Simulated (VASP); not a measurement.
Given:

```
WC
1.0
    1.45270    -2.51615     0.00000
    1.45270     2.51615     0.00000
    0.00000     0.00000     2.83386
W C
1 1
Direct
  0.00000   0.00000   0.00000
  0.33333   0.66667   0.50000
```

All values below come from PBE GGA with D3 dispersion (Becke-Johnson damping), VASP's PBE PAW potentials (set 64) (plane waves; VASP 6.6.1). Numerical set-up: 520 eV cut-off, 16×16×14 Γ-centred mesh, tetrahedra with Blöchl corrections, potentials W_sv C.

Unless said otherwise, spin-orbit coupling is left out, though it shifts the bands of the heavy elements here.

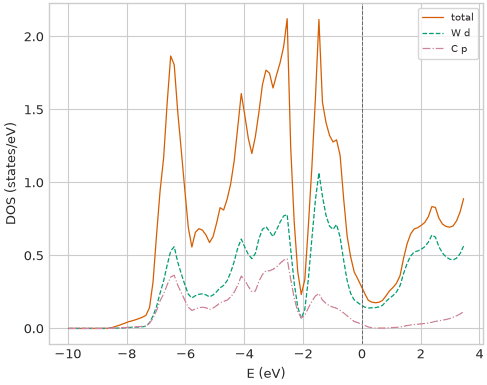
Fig. 1. Total and projected density of states, zero at the Fermi level

Within 2 eV below the Fermi level the largest weight inside VASP's projection spheres is W d, then C p.

It has no gap at this level: it comes out as a metal or semimetal.

The compound is WC in the wc structure. It was relaxed first.
